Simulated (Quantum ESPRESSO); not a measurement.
Band structure of LiMg (Pm-3m, 2 atoms in the cell).

```
LiMg
1.0
    3.41533     0.00000     0.00000
    0.00000     3.41533     0.00000
    0.00000     0.00000     3.41533
Li Mg
1 1
Direct
  0.00000   0.00000   0.00000
  0.50000   0.50000   0.50000
```

Computed with PBEsol, PseudoDojo standard norm-conserving (PBESOL) pseudopotentials (plane waves; Quantum ESPRESSO).

Settings: ecutwfc = 85 Ry; occupations = smearing; smearing = marzari-vanderbilt; degauss = 0.0147 Ry; potentials = {Li: Li.upf, Mg: Mg.upf}; K_POINTS = automatic 8 8 8 0 0 0; nbnd = 13; conv_thr = 1e-10 Ry; mixing_beta = 0.4.

The starting cell comes from a database of computed structures (which also holds hypothetical and non-ambient phases and stackings), without a prior relaxation at this level.

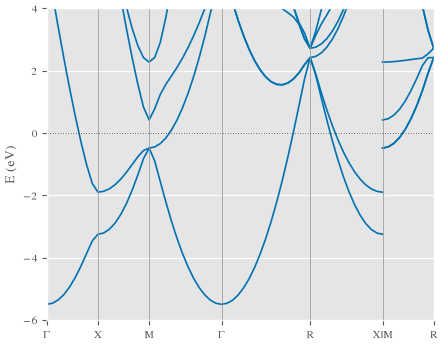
Figure: Bands along the path, energies from the Fermi level.

Levels in eV from the Fermi level, bands 3 to 10:
```tsv
point	3	4	5	6	7	8	9	10
Γ	-42.44	-42.44	-42.44	-5.50	5.20	5.20	5.20	6.03
X	-42.45	-42.44	-42.44	-3.25	-1.90	7.62	7.62	8.45
M	-42.44	-42.44	-42.44	-0.48	-0.48	0.42	2.27	10.13
R	-42.44	-42.44	-42.44	2.42	2.42	2.42	2.72	2.72
```

Bands cross the Fermi level along this path, so the cell is metallic at this level.
